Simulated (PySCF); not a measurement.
**BH (charge −1, doublet): density, localisation and related maps**

```xyz
2

B     0.0000    0.0000   -0.1066
H     0.0000    0.0000    1.1644
```

The calculation used PBE0/def2-SVPD, non-relativistic Hamiltonian with scalar-relativistic core potentials where named, at a bond length of 1.271 Å in PySCF 2.14.0.

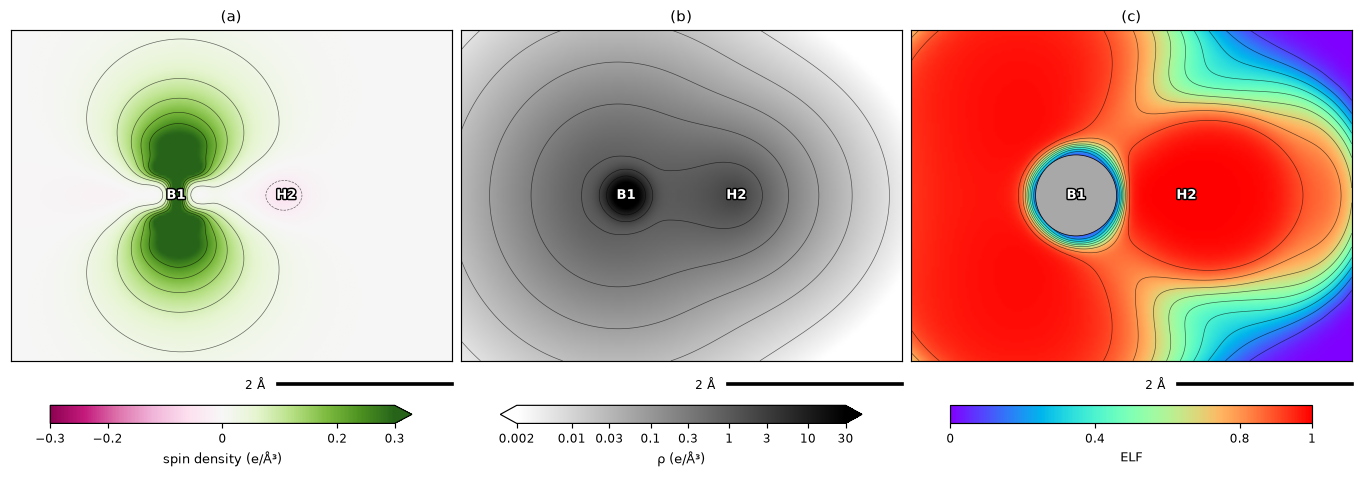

Figure 1. (a) spin density (α minus β); (b) total electron density; (c) electron localisation function on a plane that holds the molecular axis. Grey discs cover the atomic cores in the ELF map.

Q: What does the map show?

A: The plane passes through B and H nuclei. B–H (1.27 Å): ρ is about 1 e/Å³ halfway; the ELF climbs to about 1 towards the hydrogen, as it does in any bond to H. The ELF also peaks beside B1, away from the bonds: non-bonding electrons, paired or unpaired. The unpaired spin (1 electron) lies mostly on B1 (about 0.9) and H2 (about 0.1), in electrons by Hirshfeld's partition.

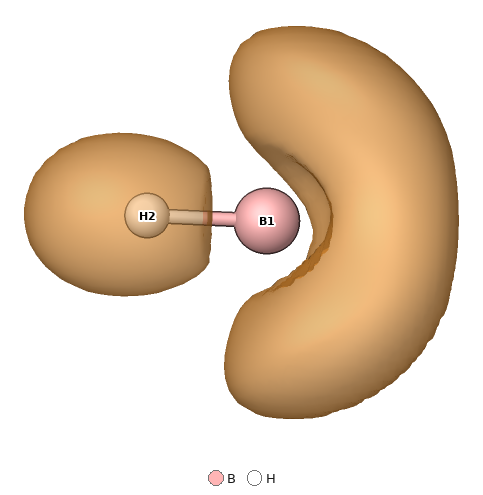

Figure 2. Isosurface of the ELF at 0.9 (orange), seen from one side. Core shells and regions of very low density are left out.

Q: What do the ELF domains correspond to?

A: At this value the surface marks out one region around a hydrogen nucleus and one lobe on B, pointing away from the bonds (non-bonding electrons).
